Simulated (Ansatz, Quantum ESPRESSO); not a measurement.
# O on fcc sites of Ni(111): the work function of the upper face at a withheld member of a series

How the rows were computed: Quantum ESPRESSO 7.5, PBE, GBRV ultrasoft. Slabs of 3 layers, covered on the upper face; adsorbates and the top layer relax in a periodic cell, the rest is held (the clean slab relaxes both outer layers); a run under open boundaries (ESM, bc1) gives both vacuum levels. Cells of one to 6 surface sites carry the coverages, on meshes of like density; cold smearing of 0.02 Ry. The slabs take the lattice constants of the bulk relaxed by the same program. The series steps the coverage.

```
 coverage  work function of the upper face (eV)
     0 ML                                 5.002
0.1667 ML                                 5.516
  0.25 ML                                 5.772
0.3333 ML                                 6.074
   0.5 ML                                 6.345
0.6667 ML                                 6.704
  0.75 ML                                 6.623
```

To predict: What is the work function of the upper face at 1 ML?

**Fit.** The rows at 0.6667 ML and 0.75 ML give a slope of (6.623 − (6.704))/(0.75 − (0.6667)) = −0.9724, so a straight line gives 6.380 eV. A parabola through these and the row at 0.5 ML gives 5.338 eV.

**The withheld run.** 6.917 eV. The line misses by −0.537 and the parabola by −1.579 eV. The line does better here.

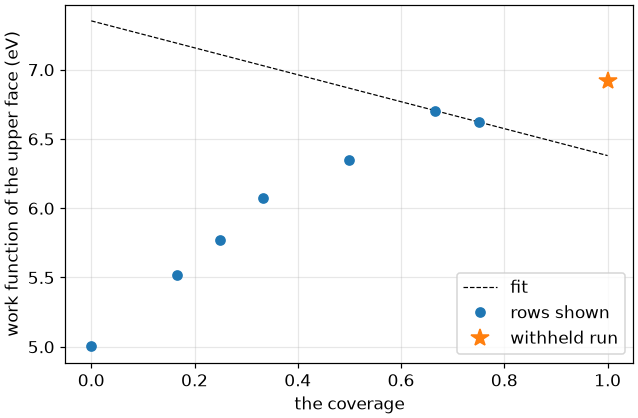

The rows shown, the fit and the withheld run.

**Limits.** Thin slabs, one site and one ordered pattern a coverage; no reconstruction or subsurface sites; meshes differ a little between cells.

[Logs are printed without paths, hosts, clocks, repeated set-up lines and the standing remarks that a program may print on its own settings, such as how far it seeks lower states.]
